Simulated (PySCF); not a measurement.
**Run report: C$_{3}$H$_{4}$BF$_{4}$N, NMR shielding calculation**

C$_{3}$H$_{4}$BF$_{4}$N, SMILES F[BH2-][N+]#CCC(F)(F)F, computed with GIAO X3LYP/6-311G** NMR shielding, non-relativistic, gas phase (PySCF 2.14.0).

The geometry comes from this level: GFN2-xTB. It belongs to a series of runs on one base structure; here: X3LYP/6-311G**; grid level 4. Figures and captions count atoms from 1; the log counts them from 0 in places.

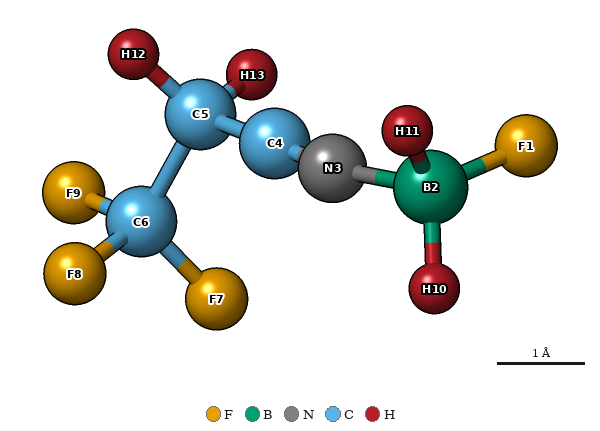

**Figure 1.** The structure as given in the input (ball-and-stick view, seen at a tilt; atoms are numbered from 1 in the order of the input). Bond lengths as drawn: B–F 1.39 Å, B–H 1.19 Å, B–N 1.51 Å, C–C 1.44 to 1.53 Å, C–F 1.33 to 1.34 Å, C–H 1.10 Å and C–N 1.15 Å.

## Summary

- outcome: converged
- total energy: −595.686411 hartree
- HOMO: −7.31 eV
- LUMO: −1.62 eV
- dipole moment: 6.75 D
- isotropic shielding, F: 242.7 to 417.8 ppm
- isotropic shielding, B: 113.1 ppm
- isotropic shielding, N: 20.0 ppm
- isotropic shielding, C: 55.2 to 157.8 ppm
- isotropic shielding, H: 28.6 to 28.7 ppm
- hardware: 1 CPU thread, shared host
- wall time: 51 s
- peak memory: 0.81 GiB

## Remarks

Settings chosen away from the usual ones: X3LYP/6-311G**; grid level 4.

## Input
```
{"job": {"kind": "nmr", "xc": "X3LYP", "basis": "6-311G**", "pop": true, "grid": 4}, "charge": 0, "multiplicity": 1}
F      3.037349     1.268157    -0.014349
B      2.766283    -0.065145    -0.302644
N      1.272495    -0.184368    -0.080551
C      0.165680    -0.014771     0.171099
C     -1.227261     0.169740     0.466055
C     -2.101748    -0.115162    -0.761260
F     -1.806890     0.679904    -1.788580
F     -1.976576    -1.376578    -1.179669
F     -3.392650     0.076603    -0.468555
H      2.936073    -0.331540    -1.448765
H      3.257793    -0.811786     0.482774
H     -1.541188    -0.502400     1.271996
H     -1.393750     1.207832     0.773473
```

The first line tells a small driver script what to run in PySCF; the rest is the geometry in Å.

Launched with:
```bash
OMP_NUM_THREADS=1 python <driver script> task.json out
```

## The program's output
```
coarse grid: 12232 points
cycle   1  E = -595.4229679706  dE =  1.495e+00  |g| = 1.178e+00  |ddm| = 3.013e+00
cycle   2  E = -594.7102887647  dE =  7.127e-01  |g| = 2.325e+00  |ddm| = 2.409e+00
cycle   3  E = -595.6548491950  dE = -9.446e-01  |g| = 3.111e-01  |ddm| = 1.794e+00
cycle   4  E = -595.6675341077  dE = -1.268e-02  |g| = 1.942e-01  |ddm| = 2.506e-01
cycle   5  E = -595.6742703558  dE = -6.736e-03  |g| = 6.786e-02  |ddm| = 1.086e-01
cycle   6  E = -595.6750856064  dE = -8.153e-04  |g| = 1.154e-02  |ddm| = 4.331e-02
cycle   7  E = -595.6751093237  dE = -2.372e-05  |g| = 3.707e-03  |ddm| = 8.429e-03
cycle   8  E = -595.6751116869  dE = -2.363e-06  |g| = 6.310e-04  |ddm| = 2.955e-03
final grid: 319984 points
cycle   9  E = -595.6864024503  dE = -5.771e-05  |g| = 7.211e-03  |ddm| = 2.353e-02
cycle  10  E = -595.6863941211  dE =  8.329e-06  |g| = 1.014e-02  |ddm| = 1.060e-02
cycle  11  E = -595.6864102940  dE = -1.617e-05  |g| = 1.938e-03  |ddm| = 6.406e-03
cycle  12  E = -595.6864109042  dE = -6.102e-07  |g| = 8.244e-04  |ddm| = 1.240e-03
cycle  13  E = -595.6864110347  dE = -1.305e-07  |g| = 1.723e-04  |ddm| = 4.453e-04
cycle  14  E = -595.6864110412  dE = -6.538e-09  |g| = 2.620e-05  |ddm| = 1.241e-04
cycle  15  E = -595.6864110414  dE = -1.319e-10  |g| = 6.812e-06  |ddm| = 2.577e-05
```

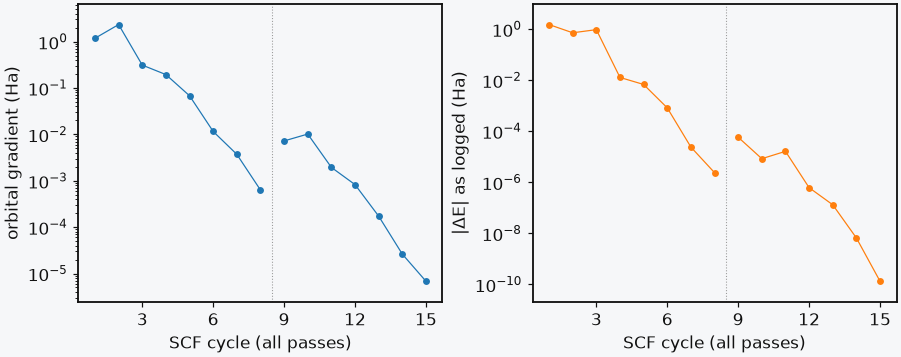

**Figure 2.** Convergence of the self-consistent field: orbital gradient and size of the energy change against the SCF cycle. The dotted line marks the change from a coarse to the final integration grid. The first 8 cycles use a coarse grid, the final grid takes over at cycle 9, and the field converges after 15 cycles in all.

```
converged SCF energy = -595.6864110414

GIAO shielding tensors (ppm)
atom      isotropic    diamagn.    paramagn.     s11        s22        s33       span
  0 F      417.830     466.693     -48.862    344.287    352.032    557.172    212.885
  1 B      113.147     191.835     -78.688    101.207    107.414    130.821     29.614
  2 N       19.954     326.640    -306.686   -151.477   -119.571    330.911    482.388
  3 C       64.222     269.479    -205.257    -17.201    -11.093    220.961    238.161
  4 C      157.755     246.108     -88.353    141.971    151.649    179.643     37.672
  5 C       55.180     247.332    -192.152     50.445     56.655     58.441      7.996
  6 F      245.369     472.427    -227.057    166.606    242.804    326.699    160.093
  7 F      243.892     472.143    -228.251    164.232    239.722    327.722    163.490
  8 F      242.669     464.055    -221.386    161.795    232.670    333.541    171.745
  9 H       28.686      31.398      -2.712     25.802     29.288     30.969      5.167
 10 H       28.686      30.979      -2.293     25.686     29.171     31.200      5.514
 11 H       28.712      28.211       0.501     24.462     28.254     33.419      8.956
 12 H       28.624      28.280       0.344     24.577     28.315     32.982      8.405
```

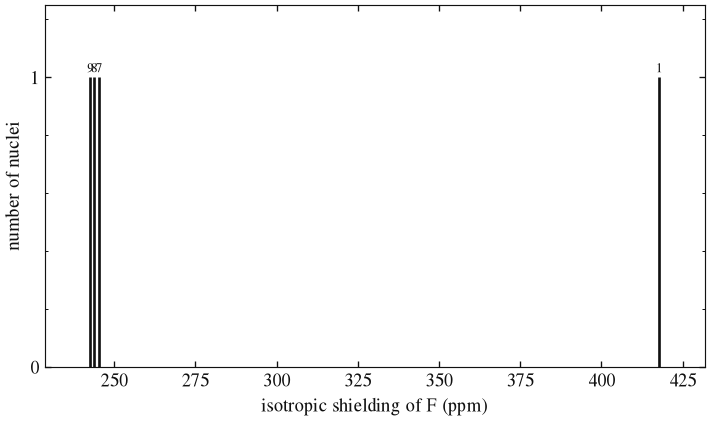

**Figure 3.** Isotropic shieldings of the fluorine nuclei in this fixed geometry, labelled by atom number; shielding grows to the right, so chemical shift grows to the left. The least shielded is F9 (242.7 ppm), the most shielded F1 (417.8 ppm).

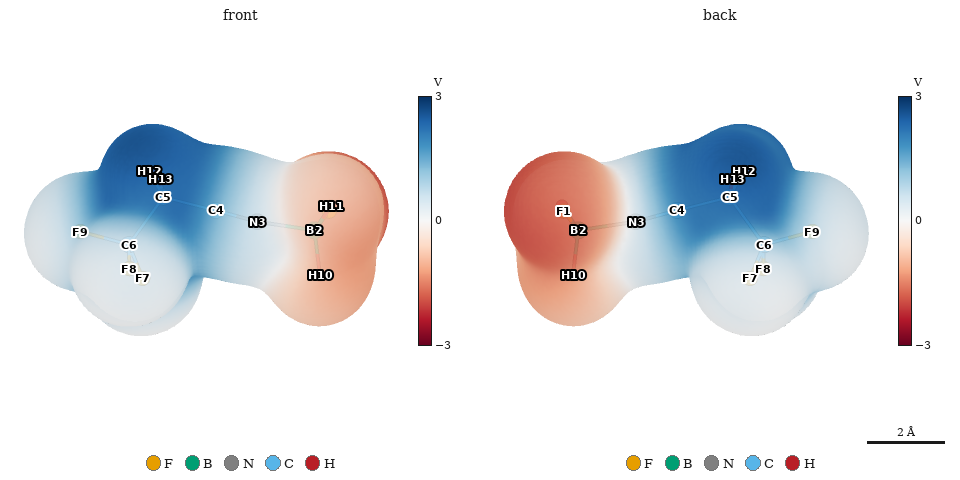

**Figure 4.** The molecular electrostatic potential painted on the density surface at 0.002 e/bohr³, seen face on and from behind; the colour scale runs from red (negative) to blue (positive). Its dipole moment is 6.75 D.

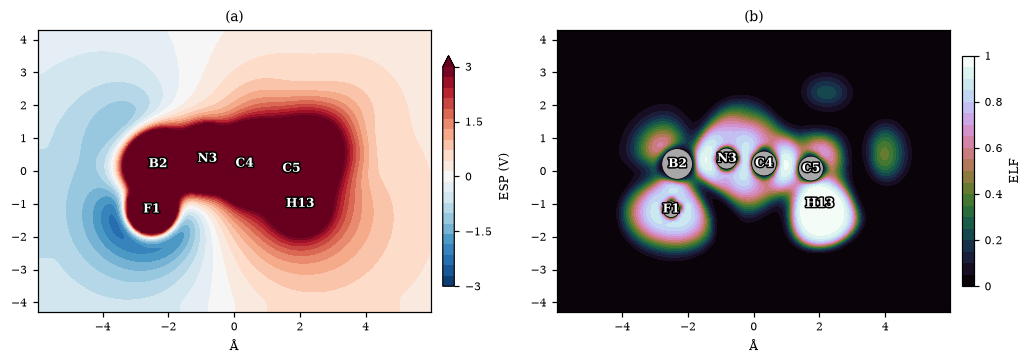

**Figure 5.** (a) electrostatic potential; (b) electron localisation function on the plane of atoms F1, B2 and N3. Grey discs, where drawn, cover atomic cores. The section cuts through F, B, N, C and H sites. C–N (1.15 Å): the ELF peaks at about 0.90 between the atoms; a multiple bond by its length, whose ELF region spreads away from the axis. B–F (1.39 Å): the ELF peaks at about 0.85 between the atoms (a shared but strongly polarised pair). C–C (1.44 Å): the ELF peaks at about 0.95 between the atoms, as expected for localised, shared-pair bonding. B–N (1.51 Å): the ELF peaks at about 0.95 between the atoms, which marks a shared but strongly polarised pair. C–H (1.10 Å): the ELF climbs to about 1 towards the hydrogen, as it does in any bond to H; a covalent bond by its length.

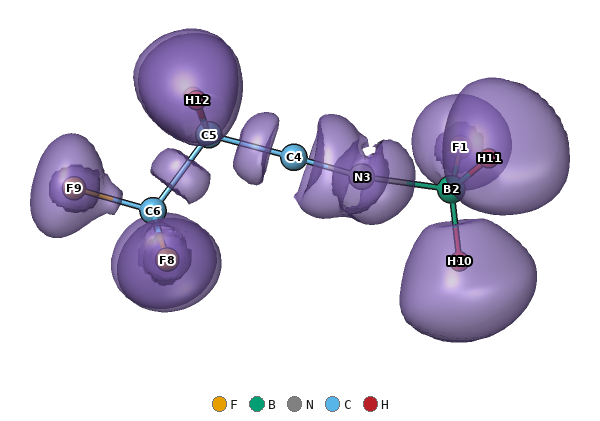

**Figure 6.** Isosurface of the ELF at 0.75 (purple), seen face on. Core shells and regions of very low density are left out. Along the contacts the grid gives the following. C–N (1.15 Å): the ELF peaks at about 0.90 between the atoms (a multiple bond by its length, whose ELF region spreads away from the axis).
